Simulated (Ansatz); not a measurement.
# Decaying states in the gap of Ba2LaTaS6, part 2 of 2

A new crystal, Ba2LaTaS6: structure, gap and complex bands. It is built by putting S for O, Ta for Nb in the Ba2LaNbO6 structure of space group C2/m, with the volume rescaled by atomic radii. The parent structure comes from the Materials Project.

Ansatz 0.2.0; PBEsol DFT, plane waves, PAW files (the session's first sound run).

So far. Step 2 (Relaxing the new crystal): The largest force component on a free atom ends at 0.0016 eV/Å.

The structure was built from a prototype and need not be the compound's stable phase.

## Step 3: The bulk crystal and its band edges

The energy window and the wavevectors of the next steps follow from the band edges, so these are searched first, off the mesh as well.

File input.yaml:

```yaml
crystal:
  lattice:
    - [6.0985479829, -3.5404292316, -0.0207266728]
    - [6.0985479829, 3.5404292316, -0.0207266728]
    - [-4.1132393193, 0.0, 6.0740057347]
  atoms:
    - { symbol: Ba, position: [0.7571097339, 0.7571097339, 0.7703278233] }
    - { symbol: Ba, position: [0.2428902661, 0.2428902661, 0.2296721767] }
    - { symbol: La, position: [0.0, 0.0, 0.5] }
    - { symbol: Ta, position: [0.5, 0.5, 0.0] }
    - { symbol: S, position: [0.2705356036, 0.2705356036, 0.6812777891] }
    - { symbol: S, position: [0.7294643964, 0.7294643964, 0.3187222109] }
    - { symbol: S, position: [0.7915273705, 0.3133213633, 0.8229430154] }
    - { symbol: S, position: [0.6866786367, 0.2084726295, 0.1770569846] }
    - { symbol: S, position: [0.2084726295, 0.6866786367, 0.1770569846] }
    - { symbol: S, position: [0.3133213633, 0.7915273705, 0.8229430154] }
kpoints:
  mp_grid: { grid: [4, 4, 4] }
  band_path: { path: [VBM, CBM], npoints: 30 }
scf:
  occupations: { method: fixed }
hamiltonian:
  xc: pbesol
output:
  eigenvalues: true
  write_potential: true
  write_density: true
  volumetric_format: npy
  elf: true
```

Command:

```console
$ ansatz run input.yaml --threads 2 --pin off --max-ram 4096MiB --backend cpu --events-out ev --progress --plain --runs-dir out
```

Numbers of over 12 decimals in the logs are rounded to 6 here.

What it wrote:

```text
[...]
Crystal: 10 atoms, lattice volume = 261.690 Å³
Basis set: ecut = 420 eV, 5121 PW (Γ)
Bands: 50, of which v1, the nominal top of the filled ones, is band 40 counted from 1 (39 counted from 0)
Symmetry: 4 space group operations
[...]
k-points: 24 of 64
[...]
SCF iter   1: F=—  HF=-33019.874530 eV  |F-HF|=—  |Δ(HF+E_count)|=         —  Δρ=4.44e-3  dr2=8.57e-2  ethr=1.77e-3  ⟨swp⟩=5.6  Hψ=4543  notcnv=0  defer=179
[...]
SCF iter   7: F=-33019.855281 eV  HF=-33019.855281 eV  |F-HF|=3.35e-8  |Δ(HF+E_count)|=   1.46e-6  Δρ=3.36e-6  dr2=4.30e-8  ethr=1.25e-10  ⟨swp⟩=13.1  Hψ=6746  notcnv=0
SCF 1 converged in 7 iterations: F = -33019.855281 eV  dr2 = 4.30e-8
[...]
NSCF: frozen V_eff on 68 k-points
[...]
SCF converged after 7 iterations
Free energy (F): -33019.855281 eV
[...]
Internal energy: -33019.855281 eV  (E = F + TS)
E sigma→0 (E₀):  -33019.855281 eV
Fermi energy:    7.224226 eV
[...]
--- Band table (eV; the first three rows and the last of 24) ---
  k-point 0: bands = [... 36 lower, 6.8572, 6.9643, 7.0887, 7.1423, 8.3118, 8.4728, 8.6006, 10.2872, ... 6 higher]
  k-point 1: bands = [... 36 lower, 6.8540, 6.9273, 7.0509, 7.0646, 8.6229, 8.7368, 8.9317, 10.5636, ... 6 higher]
  k-point 2: bands = [... 36 lower, 6.7344, 6.9397, 7.0354, 7.1881, 8.9301, 9.0116, 9.1916, 10.6283, ... 6 higher]
  k-point 23: bands = [... 36 lower, 6.7454, 6.7897, 6.7936, 6.9856, 8.8581, 9.1411, 9.3076, 10.4481, ... 6 higher]
```

Wall time 61 s (2 threads of Arm Neoverse V1, shared host); peak memory 0.86 GiB.

In the SCF lines HF is the Harris–Foulkes energy and dr2 the Hartree energy of the density residual, in eV; the loop may stop once dr2 is under the threshold and the program's other checks hold. Hψ counts applications of the Hamiltonian.

This step gave:

| Quantity | Value |
| --- | --- |
| free energy | -33019.8553 eV |
| Fermi energy | 7.224 eV |
| gap on the k-mesh | 1.020 eV |
| gap on path | 1.020 eV, by band count; negative where bands overlap |
| direct gap on path | 1.020 eV |
| edge places on path | 0, 0 1/A along the path |

Levels at VBM (eV): -4.29, -3.67, -3.58, -3.43, -2.64, -2.59, -2.43, -2.41, -2.14, -1.67, -1.38, -1.17, -1.13, -1.05, -0.82, -0.58, -0.33, 0.00, 1.02, 2.07, 2.37, 3.52, 3.58, 3.72, 3.75, 3.75, 3.77, 3.82.

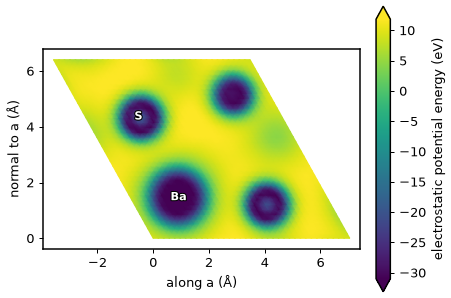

Electrostatic potential energy in the ac plane of the cell as run, not the conventional one, at fractional y = 0.243, with atoms of Ba and S within 0.2 Å of it. With pseudopotentials it is smooth inside the atoms' cores, unlike the true potential.

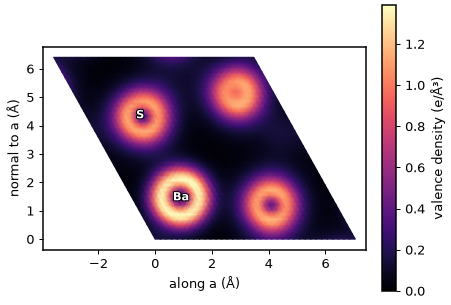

Valence density in the ac plane of the cell as run, not the conventional one, at fractional y = 0.243, with atoms of Ba and S within 0.2 Å of it. It is the smooth field of the valence electrons, not physical close to the nuclei.

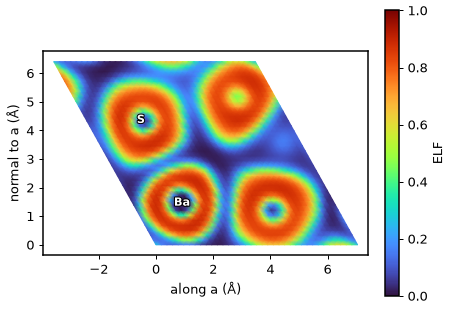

ELF in the ac plane of the cell as run, not the conventional one, at fractional y = 0.243, with atoms of Ba and S within 0.2 Å of it. It is the smooth field of the valence electrons, not physical close to the nuclei.

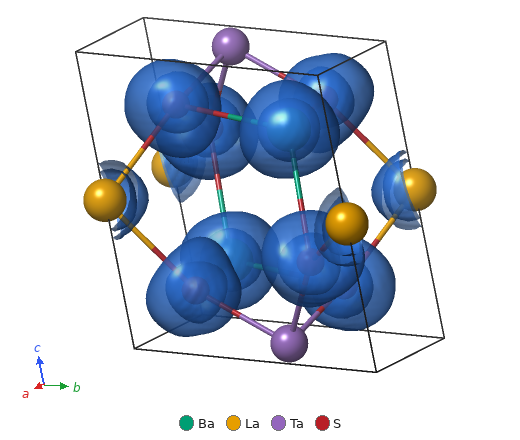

Surface of ELF = 0.82. Drawn on the cell as run, not the conventional one.

The searched edges give 1.02 eV, as on the mesh.

## Step 4: Complex bands

This step: PBEsol DFT, plane waves, PAW files; complex bands by layer matching along the plane's normal (Ansatz 0.2.0).

The same crystal is laid in a cell whose first two vectors span the (001) plane (indices of the standard conventional cell, whose axes can be ordered otherwise than in the bulk input). At fixed energy and wavevector in the plane the solver finds all kz, real and complex. A few wavevectors are listed, (0, 0) and (-0.5, -0.5) in units of the plane's reciprocal vectors; the slowest state needn't be among them.

File input.yaml:

```yaml
crystal:
  lattice:
    - [7.051762633, 0.0, 0.0]
    - [3.496725462, 6.123746181, 0.0]
    - [3.476673313, -2.07545758, 6.059991382]
  atoms:
    - { symbol: Ba, position: [0.9867819106, 0.7571097339, 0.7703278233] }
    - { symbol: Ba, position: [0.0132180894, 0.2428902661, 0.2296721767] }
    - { symbol: La, position: [0.5, 0.0, 0.5] }
    - { symbol: Ta, position: [0.5, 0.5, 0.0] }
    - { symbol: S, position: [0.5892578145, 0.2705356036, 0.6812777891] }
    - { symbol: S, position: [0.4107421855, 0.7294643964, 0.3187222109] }
    - { symbol: S, position: [0.9685843551, 0.3133213633, 0.8229430154] }
    - { symbol: S, position: [0.5096216521, 0.2084726295, 0.1770569846] }
    - { symbol: S, position: [0.0314156449, 0.6866786367, 0.1770569846] }
    - { symbol: S, position: [0.4903783479, 0.7915273705, 0.8229430154] }
kpoints:
  mp_grid: { grid: [6, 6, 6] }
scf:
  occupations: { method: fixed }
hamiltonian:
  xc: pbesol
output:
  eigenvalues: true
  transmission:
    leads: [[0, 0]]
    kpoints: [[0.0, 0.0], [-0.5, -0.5]]
    e_range: [-1.0, 2.02]
    de: 0.06
```

What it wrote:

```text
[...]
Crystal: 10 atoms, lattice volume = 261.690 Å³
Basis set: ecut = 420 eV, 5121 PW (Γ)
Bands: 50, of which v1, the nominal top of the filled ones, is band 40 counted from 1 (39 counted from 0)
Symmetry: 4 space group operations
[...]
k-points: 68 of 216
[...]
SCF iter   1: F=—  HF=-33019.879068 eV  |F-HF|=—  |Δ(HF+E_count)|=         —  Δρ=4.49e-3  dr2=8.77e-2  ethr=1.77e-3  ⟨swp⟩=5.8  Hψ=12759  notcnv=0  defer=502
[...]
SCF iter   7: F=-33019.859614 eV  HF=-33019.859614 eV  |F-HF|=3.08e-8  |Δ(HF+E_count)|=   1.45e-6  Δρ=3.39e-6  dr2=4.52e-8  ethr=1.25e-10  ⟨swp⟩=13.2  Hψ=19453  notcnv=0
SCF 1 converged in 7 iterations: F = -33019.859614 eV  dr2 = 4.52e-8
[...]
transmission: 9 of 18 steps passed
transmission: 18 of 18 steps passed
SCF converged after 7 iterations
Free energy (F): -33019.859614 eV
[...]
Internal energy: -33019.859614 eV  (E = F + TS)
E sigma→0 (E₀):  -33019.859614 eV
Fermi energy:    7.223201 eV
[...]
--- Band table (eV; the first three rows and the last of 68) ---
  k-point 0: bands = [... 36 lower, 6.8564, 6.9634, 7.0878, 7.1415, 8.3130, 8.4741, 8.6018, 10.2879, ... 6 higher]
  k-point 1: bands = [... 36 lower, 6.8629, 6.9573, 7.0125, 7.0476, 8.4698, 8.6120, 8.7774, 10.4317, ... 6 higher]
  k-point 2: bands = [... 36 lower, 6.7930, 6.9173, 7.0537, 7.1365, 8.7775, 8.8683, 9.0715, 10.6314, ... 6 higher]
  k-point 67: bands = [... 36 lower, 6.4046, 6.6387, 6.8906, 7.2232, 8.2457, 9.2959, 9.5992, 10.7464, ... 6 higher]
--- Transmission ---
  basis      : 379 plane waves across, 9 finite elements along
  points     : 2, as listed
  energies   : 51 from -1.000000 to 2.000000 eV about the Fermi level, 0.060000 eV apart; the leads are filled to 0.511271 eV, and channels, transmission and decay are at 0.500000 eV
  crystal 0  : S6Ba2Ta1La1, at the sites [0, 0], period 6.0600 Å: whole cells are its period
    offset         : up to 0.0000 Å between an atom of the period and one for which it stands
    channels       : 0.000000e0 a spin
    conductance    : none, the energies end too early or step too widely for 300 K: set another output.transmission.e_range or a lower de, or, where they end at an eighth of basis.ecutwfc, a higher one
    slowest decay  : 0.1977 /Å at (0.0000, 0.0000)
```

It took 3.7 min on 2 threads; peak memory 1.5 GiB; 6.3 min of CPU time.

Numbers from this step:

```yaml
free_energy: -33019.8596 eV
fermi_energy: 7.223 eV
gap_on_the_k_mesh: 1.023 eV
level_to_which_the_leads_are_filled: 0.5113 eV from the Fermi level
decay_constant_at_the_filling_level_zone_centre: 0.1977 Å⁻¹
decay_constant_at_the_filling_level_slowest_listed_point: 0.1977 Å⁻¹
```

K parallel (0, 0); values up to 1.5 1/Å, a degenerate pair printed once or twice; energies at which all values exceed this have no row. Table of Im kz of the slowest decaying states by energy, zero at the highest filled level on the SCF mesh:

```
energy (eV)  decay 1 (Å⁻¹)  decay 2 (Å⁻¹)  decay 3 (Å⁻¹)  decay 4 (Å⁻¹)
    -1.0000          0.125          0.313          0.355          0.433
    -0.7600         0.0289          0.121          0.190          0.367
    -0.5200          0.120          0.190          0.377          0.407
    -0.2200         0.0283         0.0715          0.106          0.122
     0.0200          0.118          0.138          0.221          0.234
     0.2600          0.180          0.183          0.263          0.313
     0.5000          0.198          0.208          0.260          0.343
     0.7400          0.198          0.213          0.221          0.356
     0.9800          0.132          0.177          0.195          0.363
     1.2200         0.0723          0.140          0.368          0.369
     1.5200          0.357          0.366          0.375          0.415
     1.7600         0.0939          0.344          0.357          0.377
     2.0000         0.0863          0.173          0.207          0.329
```

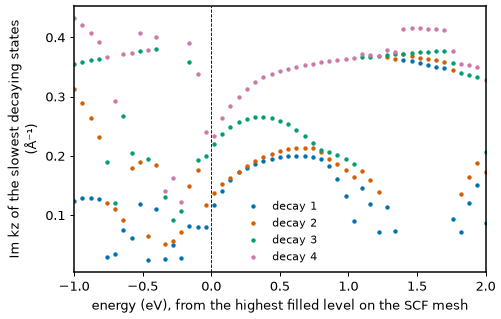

Im kz of the slowest decaying states, plotted against energy.

K parallel (0, 0). Table of Re kz of states that move upwards by energy, zero at the highest filled level on the SCF mesh:

```
energy (eV)  channel 1 (Å⁻¹)  channel 2 (Å⁻¹)  channel 3 (Å⁻¹)  channel 4 (Å⁻¹)
    -1.0000           -0.266           -0.118                -                -
    -0.7600           -0.197                -                -                -
    -0.5200           -0.317           -0.108           0.0558            0.114
    -0.2200                -                -                -                -
     0.0200                -                -                -                -
     0.2600                -                -                -                -
     0.5000                -                -                -                -
     0.7400                -                -                -                -
     0.9800                -                -                -                -
     1.2200            0.156                -                -                -
     1.5200            0.152            0.263            0.325                -
     1.7600            0.288            0.445                -                -
     2.0000                -                -                -                -
```

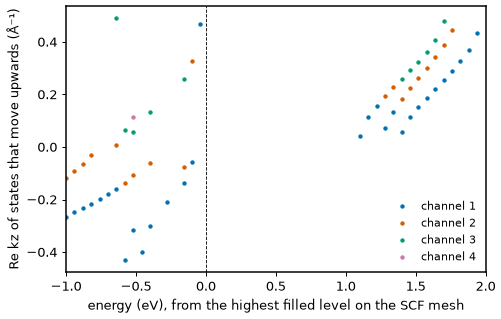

Re kz of states that move upwards against energy.

K parallel (-0.5, -0.5); values up to 1.5 1/Å, a degenerate pair printed once or twice; energies at which all values exceed this have no row. Im kz of the slowest decaying states against energy, zero at the highest filled level on the SCF mesh:

```
energy (eV)  decay 1 (Å⁻¹)  decay 2 (Å⁻¹)  decay 3 (Å⁻¹)  decay 4 (Å⁻¹)
    -1.0000          0.103          0.266          0.481          0.617
    -0.7600         0.0837         0.0863         0.0989          0.194
    -0.5200         0.0464         0.0655         0.0959          0.123
    -0.2200          0.128          0.129          0.156          0.190
     0.0200          0.123          0.220          0.220          0.222
     0.2600          0.231          0.257          0.261          0.261
     0.5000          0.223          0.279          0.285          0.298
     0.7400          0.185          0.290          0.301          0.303
     0.9800         0.0799          0.293          0.303          0.309
     1.2200          0.279          0.297          0.298          0.310
     1.5200          0.213          0.277          0.284          0.311
     1.7600          0.144          0.177          0.244          0.331
     2.0000          0.156          0.158          0.323          0.329
```

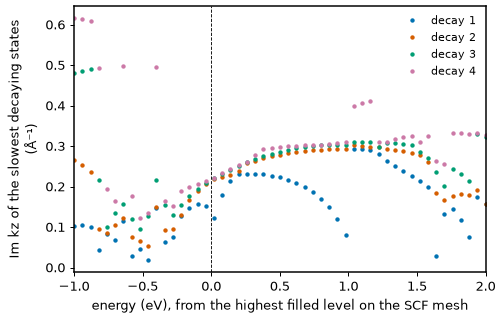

Im kz of the slowest decaying states, plotted against energy.

K parallel (-0.5, -0.5). Table of Re kz of states that move upwards by energy, zero at the highest filled level on the SCF mesh:

```
energy (eV)  channel 1 (Å⁻¹)  channel 2 (Å⁻¹)  channel 3 (Å⁻¹)  channel 4 (Å⁻¹)  channel 5 (Å⁻¹)
    -1.0000           -0.308           -0.111           0.0220            0.476                -
    -0.7600           -0.185          0.00860                -                -                -
    -0.5200          -0.0773            0.126                -                -                -
    -0.2200            0.304                -                -                -                -
     0.0200                -                -                -                -                -
     0.2600                -                -                -                -                -
     0.5000                -                -                -                -                -
     0.7400                -                -                -                -                -
     0.9800                -                -                -                -                -
     1.2200           -0.160                -                -                -                -
     1.5200          0.00909                -                -                -                -
     1.7600                -                -                -                -                -
     2.0000            0.281                -                -                -                -
```

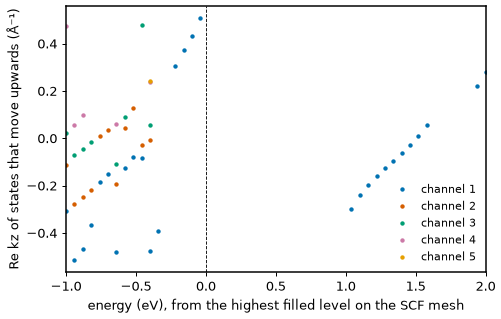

Re kz of states that move upwards, plotted against energy.

At the listed wavevectors the last open channel is at -0.04 eV and the next at +1.04 eV on the grid. At +0.50 eV, the grid energy nearest the filling level (the middle of the gap on the SCF mesh), the slowest state at the listed wavevectors decays with κ = 0.198 Å⁻¹, its amplitude falling by e over 5.1 Å. Through 1 nm of this crystal that state's transmission falls by exp(−2 × 0.198 Å⁻¹ × 10 Å) = 0.019.

## Step 5: What came out

```json
{"band gap": "1.02 eV", "least decay constant at mid-gap, normal to (001)": "0.198 Å⁻¹"}
```

**Reading.** With PBEsol, the slowest decay at the wavevectors tried is κ = 0.198 Å⁻¹, normal to (001). Through such a film the transmission near mid-gap falls as exp(−2κd), a factor of ten every 5.8 Å. A free electron under a barrier of half the gap would need a mass of 0.29 mₑ to decay at this rate. The compound is made up by substitution; its stability against other phases and against distortions of the cell's symmetry was not tested. A semilocal functional narrows gaps, so real decay constants are likely larger.

[Logs are printed without paths, hosts, clocks, repeated set-up lines and the standing remarks that a program may print on its own settings, such as how far it seeks lower states.]

[Hosts, paths, dates, database ids (printed as entryN), source tags and the programs' standing remarks are cut or masked in the printed files.]

[New means built here by substitution; the compound itself may be known and measured.]
